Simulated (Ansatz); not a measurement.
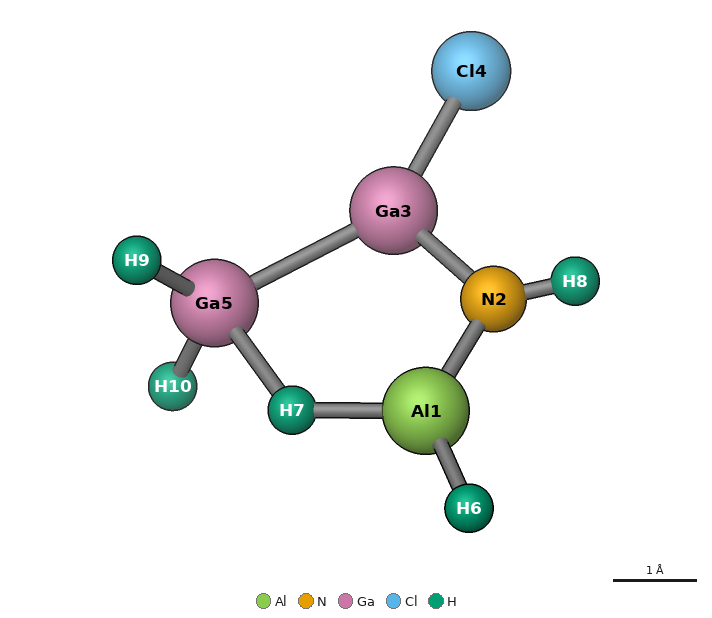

The picture comes from a calculation with Ansatz.

Orthographic view with a scale bar. Charge +1, doublet. Geometry: the geometry of the neutral molecule.

Give an XYZ file in the frame of the picture: x to the right, y up, z towards the viewer, origin at the mean of the atomic positions.

```xyz
10
AlClGa2H5N
Al   0.74  -1.17   0.94
N    1.56   0.18   0.18
Ga   0.35   1.25  -0.78
Cl   1.29   2.94  -1.75
Ga  -1.81   0.13  -0.44
H    1.26  -2.35   1.84
H   -0.87  -1.16   0.62
H    2.55   0.40   0.22
H   -2.75   0.65   0.70
H   -2.32  -0.87  -1.53
```
